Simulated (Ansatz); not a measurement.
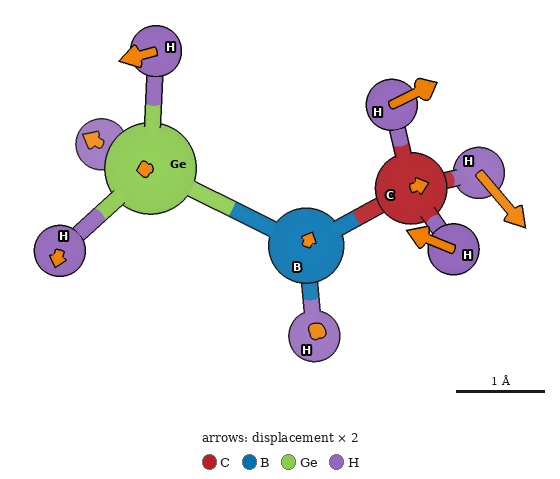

A relaxation of CH7BGe (coarse preliminary run). The starting structure is drawn; orange arrows show the displacements, 2 times their true length. The two geometries are superimposed by the best rigid fit.

The picture is a ball-and-stick view, seen at a tilt.

The start comes from a force field.

The calculation used RKS PBE-D4/def2-SVP (Ansatz).

Input
```yaml
crystal:
  periodic: [false, false, false]
  atoms:
    - {symbol: C, position_ang: [-1.101000, 0.867100, -0.547300]}
    - {symbol: B, position_ang: [0.048800, -0.110200, -0.746700]}
    - {symbol: Ge, position_ang: [1.013300, -0.828200, 0.843700]}
    - {symbol: H, position_ang: [-1.999100, 0.484600, -0.993200]}
    - {symbol: H, position_ang: [-0.910500, 1.852800, -1.101900]}
    - {symbol: H, position_ang: [-1.311100, 1.136700, 0.517300]}
    - {symbol: H, position_ang: [0.397200, -0.445500, -1.827400]}
    - {symbol: H, position_ang: [0.956700, -2.357000, 0.881900]}
    - {symbol: H, position_ang: [0.445000, -0.217500, 2.196800]}
    - {symbol: H, position_ang: [2.543800, -0.434100, 0.779600]}
basis:
  gaussian: {orbitals: def2-SVP}
hamiltonian: {xc: pbe, dispersion: d4}
relax: {f_tol: 0.03, max_steps: 200}
```

**Atoms of which element are displaced furthest, and by how much?**

Hydrogen: up to 0.44 Å, against 0.12 Å for carbon.

**What did the optimiser do to the structure, and how much energy did it gain?**

The atom that moves furthest after the best rigid fit is H4 (0.44 Å). By element the largest moves are H 0.44 Å, C 0.12 Å, Ge 0.11 Å, B 0.10 Å. Some distances before and after: B2–Ge3 1.994 → 2.073 Å, B2–H7 1.184 → 1.221 Å, C1–H4 1.073 → 1.110 Å, C1–B2 1.522 → 1.556 Å. Bond angles that change, for instance: B2–C1–H5 111.3° → 102.1°, C1–B2–Ge3 119.5° → 124.1°, B2–C1–H4 110.4° → 114.6°. Groups turn about C1–B2 by about 25°. The energy falls by 0.185 eV in 12 accepted moves (13 points after the start). Largest force component: 2.1 eV/Å at the start, 0.023 eV/Å at the end. The line search rejected the trial step at point 9 of the run. The run took about 40 core-seconds on a shared host.
